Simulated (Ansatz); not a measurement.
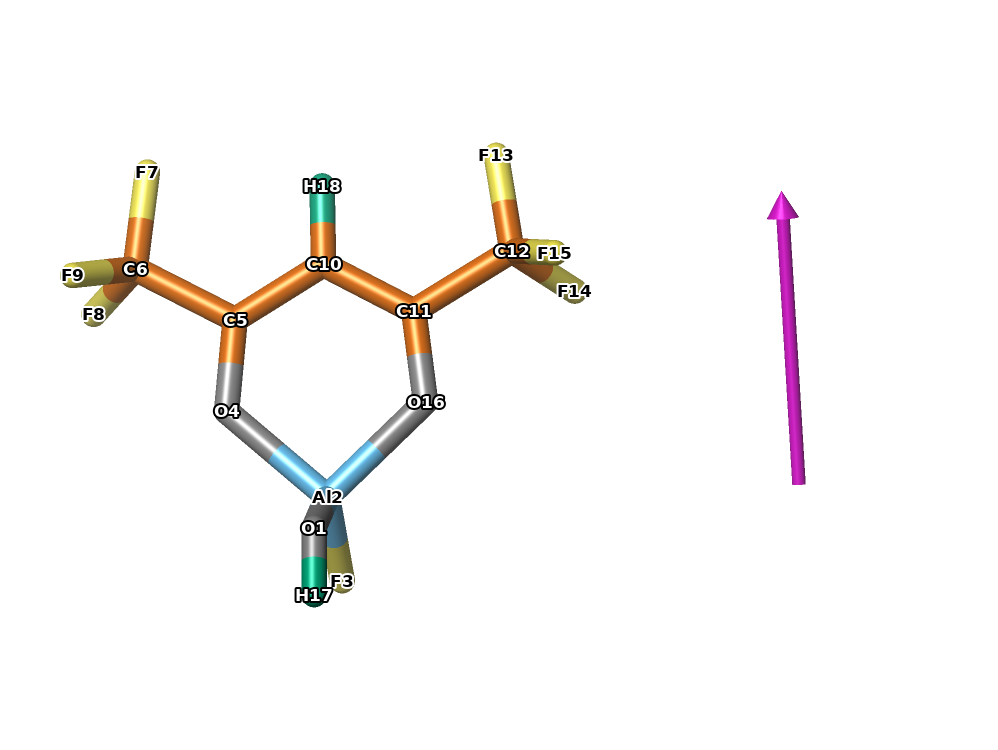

The arrow beside the molecule shows the direction of the dipole moment, from the negative to the positive end (its length means nothing). The computed structure is the end point of a PBE0-D4/def2-TZVP optimisation. No frequency run is at hand to confirm it as a minimum. Properties computed with RKS PBE0-D4/def2-TZVP (Ansatz 0.2.0).

How large is the dipole moment?

Answer. 2.00 D; it points from the side of F3 to the side of F7, F13 (the outermost atoms at the two ends).
